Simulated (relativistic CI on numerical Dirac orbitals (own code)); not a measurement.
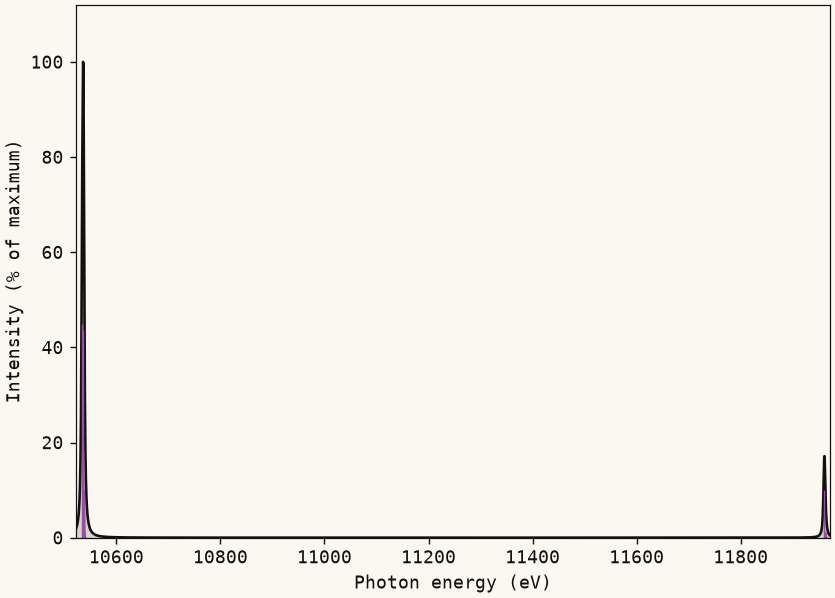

L₂,₃ X-ray absorption of Re IV (Re³⁺), [Xe] 4f¹⁴ 5d⁴, in a field of Oh symmetry with 10Dq = 24,650 cm⁻¹. Sticks are the strongest transitions, on a scale of their own. Multiplet model: relativistic Dirac–Coulomb–Breit theory, one configuration a step, Slater integrals scaled by 0.7, 300 K, Voigt broadening (Lorentzian 3 eV, Gaussian 1 eV full widths), computed with a radial Dirac CI code.

Describe the spectrum.

Answer. The main maxima lie at 10536.2 eV (100) and 11960.8 eV (17), heights in % of the largest; the centroid is at 10723.8 eV. The lower edge holds 0.87 of the intensity (branching ratio, edges parted at 11252 eV), and the core spin-orbit splitting of the orbitals is 1450 eV. The ground state has S = 1.05.

Note: free-ion energies, so absolute edge positions are off by a few eV from solids.
